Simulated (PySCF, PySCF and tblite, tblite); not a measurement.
# C6H11BO: a path driven as rotation about a bond, and NMR exchange, part 1 of 2

How fast is rotation about a bond in C6H11BO (`C=COB1CCCC1`), and when do the exchanging lines merge?

Programs: PySCF 2.14.0 with density-fitted response routines of our own, and tblite 0.8.0. All values are computed, except where a source is named. Atoms count from 0 throughout.

## 1. The starting structure

19 atoms, charge 0, multiplicity 1; geometry from: force field or distance geometry start.

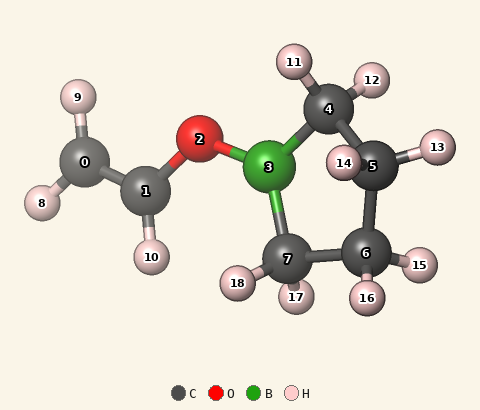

The starting geometry (carbon dark grey, oxygen red, boron green, hydrogen pink), atoms numbered.

## 2. GFN2-xTB relaxation, start minimum

What the job is given:

```
{"job": {"xc": "GFN2-xTB", "basis": "xTB", "kind": "relax"}, "charge": 0, "multiplicity": 1}
C      3.810900     0.131600     0.361900
C      2.518600    -0.201700     0.442300
O      1.546700     0.673700     0.017000
B      0.082600     0.370400     0.076300
C     -1.036000     1.306000    -0.470800
C     -2.278100     0.412300    -0.491200
C     -2.036400    -0.737200     0.495600
C     -0.527600    -0.993700     0.578800
H      4.577000    -0.550100     0.702300
H      4.083700     1.093200    -0.043600
H      2.258600    -1.174500     0.865100
H     -0.787600     1.652300    -1.501000
H     -1.176000     2.174000     0.215100
H     -3.178500     0.989400    -0.217600
H     -2.418400     0.001600    -1.507400
H     -2.412500    -0.438700     1.516300
H     -2.580700    -1.651700     0.183100
H     -0.221200    -1.236100     1.614300
H     -0.234800    -1.811400    -0.110800
```

Started as:

```sh
> OMP_NUM_THREADS=1 python ens_run.py task.json out
```

This one command runs the whole study; its stages follow in the order run.

What it wrote:

```text
step      E/eV     max force
  0    -646.12638    3.895
  1    -646.44071    1.600
  2    -646.50908    1.460
  3    -646.54766    0.386
  4    -646.56666    0.244
  5    -646.57850    0.263
  6    -646.58481    0.218
  7    -646.59313    0.196
  8    -646.59999    0.242
  9    -646.60530    0.214
 10    -646.60890    0.160
 11    -646.61163    0.106
 12    -646.61384    0.114
 13    -646.61586    0.125
 14    -646.61766    0.130
 15    -646.61918    0.091
 16    -646.62054    0.102
 17    -646.62195    0.119
 18    -646.62340    0.108
 19    -646.62481    0.089
 20    -646.62636    0.092
 21    -646.62846    0.118
 22    -646.63152    0.152
 23    -646.63538    0.158
 24    -646.63909    0.152
 25    -646.64191    0.128
 26    -646.64416    0.116
 27    -646.64627    0.094
 28    -646.64792    0.074
 29    -646.64895    0.066
 30    -646.64965    0.059
 31    -646.65027    0.060
 32    -646.65081    0.051
 33    -646.65116    0.039
 34    -646.65141    0.038
 35    -646.65169    0.041
 36    -646.65198    0.038
 37    -646.65220    0.029
 38    -646.65234    0.023
 39    -646.65244    0.025
 40    -646.65252    0.021
 41    -646.65260    0.018
 42    -646.65265    0.014
 43    -646.65269    0.014
 44    -646.65273    0.014
 45    -646.65276    0.013
 46    -646.65280    0.015
 47    -646.65284    0.016
 48    -646.65290    0.018
 49    -646.65294    0.013
 50    -646.65297    0.011
 51    -646.65298    0.010
 52    -646.65300    0.012
 53    -646.65303    0.013
 54    -646.65305    0.012
 55    -646.65308    0.010
 56    -646.65309    0.011
 57    -646.65311    0.009
 58    -646.65312    0.007
 59    -646.65313    0.005
 60    -646.65314    0.005
 61    -646.65314    0.005
 62    -646.65315    0.006
 63    -646.65315    0.003
 64    -646.65315    0.002
```

Run time: 0.33 s. Hardware: 1 thread of Intel Xeon Platinum 8488C, shared host.

Relaxing gained 0.527 eV and moved the atoms by 0.16 Å on average (rms).

## 3. Relaxed scan, rotation

What the job is given:

```
{"job": {"xc": "GFN2-xTB", "basis": "xTB", "coordinate": [["t", [4, 3, 2, 1], 0.5], ["t", [7, 3, 2, 1], 0.5]], "kind": "drive"}, "charge": 0, "multiplicity": 1}
C      3.749994     0.191280     0.348198
C      2.486637    -0.187337     0.443374
O      1.469094     0.610604     0.029918
B      0.169315     0.295984     0.062575
C     -0.974168     1.282750    -0.439670
C     -2.210078     0.375327    -0.541109
C     -2.038080    -0.672578     0.561183
C     -0.547842    -1.049477     0.546653
H      4.545867    -0.449195     0.678007
H      4.014649     1.149498    -0.062440
H      2.200471    -1.151162     0.852306
H     -0.773667     1.802013    -1.375575
H     -1.152012     2.057115     0.310387
H     -3.146533     0.923933    -0.437892
H     -2.213562    -0.121858    -1.513068
H     -2.285790    -0.223364     1.524920
H     -2.691205    -1.532875     0.411141
H     -0.231586    -1.446413     1.512324
H     -0.381308    -1.844992    -0.185453
```

What it wrote:

```text
point  coordinate     E/eV
  0    103.900     -646.62313
  1    118.600     -646.54785
  2    133.400     -646.43806
  3    148.800     -646.33276
  4    164.400     -646.32941
  5    179.500     -646.33232
  6    194.500     -646.33379
  7    209.500     -646.34050
  8    225.200     -646.42968
  9    240.200     -646.53453
 10    254.900     -646.61946
 11    269.300     -646.64233
```

Run time: 3.3 s. Hardware: 1 thread of Intel Xeon Platinum 8488C, shared host.

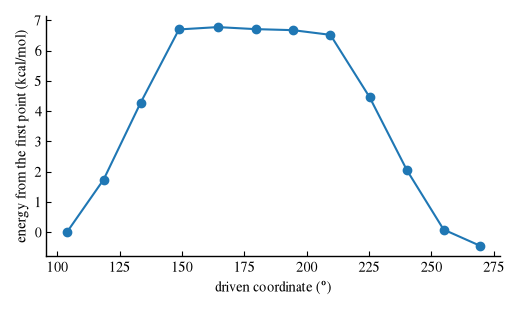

Energy along the scan.

## 4. Nudged elastic band, leg 1

The job, as its differences from that of step 3:

```diff
@@ -1,2 +1,2 @@
-{"job": {"xc": "GFN2-xTB", "basis": "xTB", "coordinate": [["t", [4, 3, 2, 1], 0.5], ["t", [7, 3, 2, 1], 0.5]], "kind": "drive"}, "charge": 0, "multiplicity": 1}
+{"job": {"xc": "GFN2-xTB", "basis": "xTB", "kind": "neb"}, "charge": 0, "multiplicity": 1}
 C      3.749994     0.191280     0.348198
```

What it wrote:

```text
image   E - E0 / eV
  0       0.0000
  1       0.0523
  2       0.1318
  3       0.3270
  4       0.1012
  5       0.0355
  6      -0.0002
```

Run time: 3.8 s. Hardware: 1 thread of Intel Xeon Platinum 8488C, shared host; peak memory 0.2 GiB.

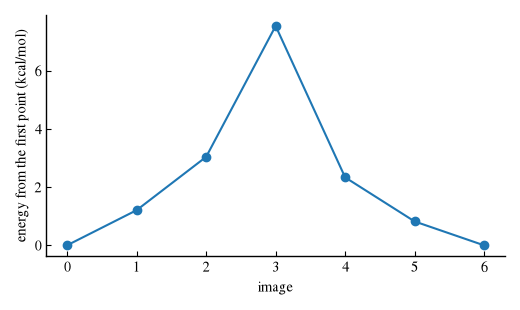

Energy along the band.

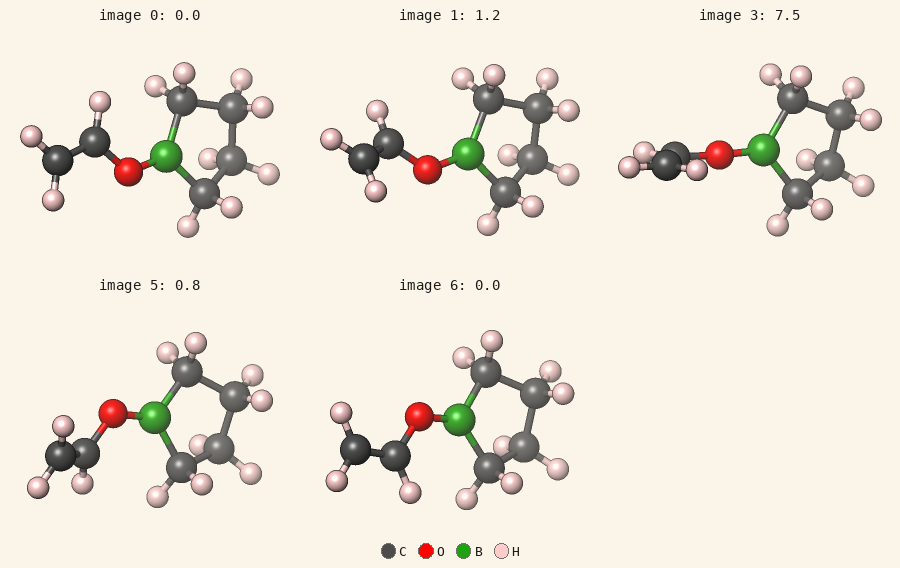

Images along the band, with energies in kcal/mol.

## 5. Saddle search, leg 1

What the job is given:

```
{"job": {"xc": "GFN2-xTB", "basis": "xTB", "kind": "saddle"}, "charge": 0, "multiplicity": 1}
C      3.663231     0.324974     0.421407
C      2.755865    -0.228813    -0.372382
O      1.445837    -0.089576    -0.240682
B      0.167239    -0.005985    -0.042291
C     -0.816935     1.118779    -0.632714
C     -2.157756     0.376532    -0.696011
C     -2.189735    -0.511726     0.551543
C     -0.768009    -1.075409     0.712254
H      4.709427     0.183913     0.234058
H      3.380191     0.926164     1.266265
H      3.038527    -0.835211    -1.229261
H     -0.542222     1.549057    -1.594683
H     -0.900438     1.948993     0.072921
H     -3.015360     1.048912    -0.738631
H     -2.174693    -0.252210    -1.588661
H     -2.440574     0.101181     1.419030
H     -2.942134    -1.296413     0.465441
H     -0.519356    -1.231050     1.761789
H     -0.693106    -2.052113     0.230607
```

What it wrote:

```text
step      E/eV     max force
  0    -646.32619   0.0890
  1    -646.33237   0.0588
  2    -646.33768   0.1032
  3    -646.34154   0.2001
  4    -646.33997   0.0428
  5    -646.34225   0.0296
  6    -646.34468   0.0254
  7    -646.34650   0.0830
  8    -646.34573   0.0083
  9    -646.34685   0.0251
 10    -646.34623   0.0055
 11    -646.34685   0.0062
 12    -646.34739   0.0093
 13    -646.34784   0.0093
 14    -646.34831   0.0150
 15    -646.34863   0.0160
 16    -646.34879   0.0090
 17    -646.34881   0.0030
lowest wavenumbers (cm-1): -180.5 41.1 98.4 101.5 229.7 269.9
```

Run time: 4.6 s. Hardware: 1 thread of Intel Xeon Platinum 8488C, shared host; peak memory 0.2 GiB.

Point group C1; 1 imaginary mode, 180i cm⁻¹, carried by O2, C1. It was not shown to link both ends.

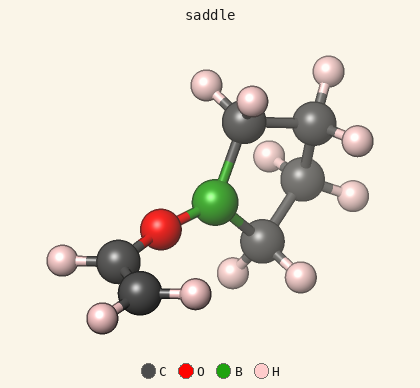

The saddle point.

## 6. Saddle search, leg 1

What the job is given:

```
{"job": {"xc": "GFN2-xTB", "basis": "xTB", "kind": "saddle"}, "charge": 0, "multiplicity": 1}
C      3.667229     0.370022     0.411301
C      2.759678    -0.229512    -0.349196
O      1.451617    -0.116256    -0.183832
B      0.166497    -0.027232    -0.040409
C     -0.805986     1.068898    -0.698144
C     -2.160374     0.348402    -0.699147
C     -2.188170    -0.477183     0.590174
C     -0.777983    -1.069544     0.740843
H      4.716571     0.242317     0.227165
H      3.369524     0.995793     1.234393
H      3.036034    -0.864278    -1.185606
H     -0.535640     1.414251    -1.694704
H     -0.867854     1.957008    -0.064734
H     -3.005639     1.033969    -0.761473
H     -2.207563    -0.321793    -1.559692
H     -2.396313     0.187777     1.429673
H     -2.969554    -1.238615     0.562139
H     -0.517676    -1.228210     1.787743
H     -0.734399    -2.045815     0.253507
```

What it wrote:

```text
step      E/eV     max force
  0    -646.32941   0.0971
  1    -646.33762   0.0557
  2    -646.34129   0.1617
  3    -646.33970   0.0100
  4    -646.34178   0.0270
  5    -646.34059   0.0083
  6    -646.34175   0.0081
  7    -646.34281   0.0110
  8    -646.34378   0.0103
  9    -646.34499   0.0157
 10    -646.34604   0.0184
 11    -646.34693   0.0093
 12    -646.34782   0.0300
 13    -646.34736   0.0041
 14    -646.34785   0.0091
 15    -646.34824   0.0111
 16    -646.34854   0.0054
 17    -646.34875   0.0181
 18    -646.34880   0.0060
 19    -646.34881   0.0024
lowest wavenumbers (cm-1): -180.3 40.9 98.2 101.6 229.4 270.0
```

It took 5.1 s on 1 thread of Intel Xeon Platinum 8488C, shared host; peak memory 0.2 GiB.

Point group C1; 1 imaginary mode, 180i cm⁻¹, carried by O2, C1. It was not shown to link both ends.

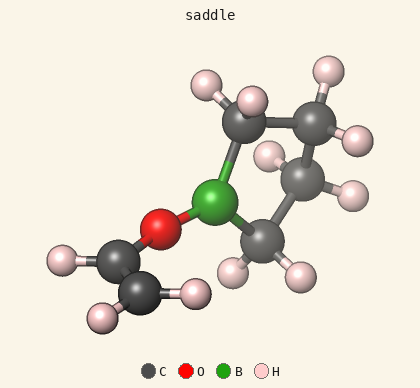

The saddle point.

## 7. Shieldings, start: PBE0/pcSseg-1 in tetrahydrofuran

What the job is given:

```
{"job": {"kind": "nmr", "xc": "PBE0", "basis": "pcSseg-1", "solvent": "tetrahydrofuran", "pop": false}, "charge": 0, "multiplicity": 1}
C      3.749994     0.191280     0.348198
C      2.486637    -0.187337     0.443374
O      1.469094     0.610604     0.029918
B      0.169315     0.295984     0.062575
C     -0.974168     1.282750    -0.439670
C     -2.210078     0.375327    -0.541109
C     -2.038080    -0.672578     0.561183
C     -0.547842    -1.049477     0.546653
H      4.545867    -0.449195     0.678007
H      4.014649     1.149498    -0.062440
H      2.200471    -1.151162     0.852306
H     -0.773667     1.802013    -1.375575
H     -1.152012     2.057115     0.310387
H     -3.146533     0.923933    -0.437892
H     -2.213562    -0.121858    -1.513068
H     -2.285790    -0.223364     1.524920
H     -2.691205    -1.532875     0.411141
H     -0.231586    -1.446413     1.512324
H     -0.381308    -1.844992    -0.185453
```

What it wrote:

```text
coarse grid: 15512 points
cycle   1  E = -334.7747012431  dE =  1.051e+00  |g| = 6.419e-01  |ddm| = 3.797e+00
cycle   2  E = -334.7339778870  dE =  4.072e-02  |g| = 8.038e-01  |ddm| = 1.050e+00
cycle   3  E = -334.8648393478  dE = -1.309e-01  |g| = 8.471e-02  |ddm| = 5.943e-01
cycle   4  E = -334.8659509990  dE = -1.112e-03  |g| = 3.576e-02  |ddm| = 6.773e-02
cycle   5  E = -334.8662049666  dE = -2.540e-04  |g| = 9.323e-03  |ddm| = 2.950e-02
cycle   6  E = -334.8662221679  dE = -1.720e-05  |g| = 3.765e-03  |ddm| = 9.283e-03
cycle   7  E = -334.8662254590  dE = -3.291e-06  |g| = 5.892e-04  |ddm| = 2.864e-03
final grid: 148760 points
cycle   8  E = -334.9239647261  dE = -4.367e-05  |g| = 1.204e-02  |ddm| = 3.268e-02
cycle   9  E = -334.9239352464  dE =  2.948e-05  |g| = 1.733e-02  |ddm| = 1.973e-02
cycle  10  E = -334.9239961424  dE = -6.090e-05  |g| = 1.761e-03  |ddm| = 1.155e-02
cycle  11  E = -334.9239967883  dE = -6.459e-07  |g| = 2.566e-04  |ddm| = 1.427e-03
cycle  12  E = -334.9239968000  dE = -1.166e-08  |g| = 1.155e-04  |ddm| = 2.600e-04
cycle  13  E = -334.9239968031  dE = -3.162e-09  |g| = 3.366e-05  |ddm| = 1.016e-04
cycle  14  E = -334.9239968034  dE = -2.634e-10  |g| = 8.300e-06  |ddm| = 3.035e-05
converged SCF energy = -334.9239968034

GIAO shielding tensors (ppm)
atom      isotropic    diamagn.    paramagn.     s11        s22        s33       span
  0 C       82.771     253.590    -170.819    -22.773    107.491    163.594    186.367
  1 C       29.290     252.688    -223.397    -81.755     69.624    100.002    181.757
  2 O       98.273     393.303    -295.030    -42.518     20.954    316.384    358.901
  3 B       40.421     191.206    -150.785     -6.833     50.533     77.563     84.397
  4 C      164.955     254.664     -89.709    151.647    169.227    173.990     22.342
  5 C      157.862     248.985     -91.123    138.608    162.888    172.091     33.483
  6 C      156.983     248.450     -91.467    136.049    163.150    171.750     35.701
  7 C      168.931     255.279     -86.348    158.437    170.508    177.848     19.411
  8 H       26.741      27.464      -0.723     24.750     25.706     29.766      5.016
  9 H       26.446      30.295      -3.850     23.575     25.064     30.699      7.124
 10 H       24.547      30.902      -6.355     21.253     22.483     29.905      8.652
 11 H       30.694      32.145      -1.451     25.992     29.064     37.027     11.035
 12 H       30.864      31.827      -0.963     26.287     29.003     37.302     11.015
 13 H       29.756      29.675       0.081     24.992     27.626     36.650     11.658
 14 H       30.325      31.308      -0.984     25.694     28.702     36.577     10.883
 15 H       30.227      31.074      -0.846     25.453     28.742     36.487     11.034
 16 H       29.668      29.831      -0.162     24.772     27.738     36.495     11.723
 17 H       30.513      32.422      -1.908     25.222     29.516     36.802     11.581
 18 H       30.954      32.591      -1.637     25.832     29.475     37.555     11.723
```

Run time: 23 s. Hardware: 1 thread of Intel Xeon Platinum 8488C, shared host; peak memory 0.99 GiB.

In short: HOMO -7.32 eV, LUMO -0.12 eV; dipole 1.32 D.

(Continued in part 2 of 2.)
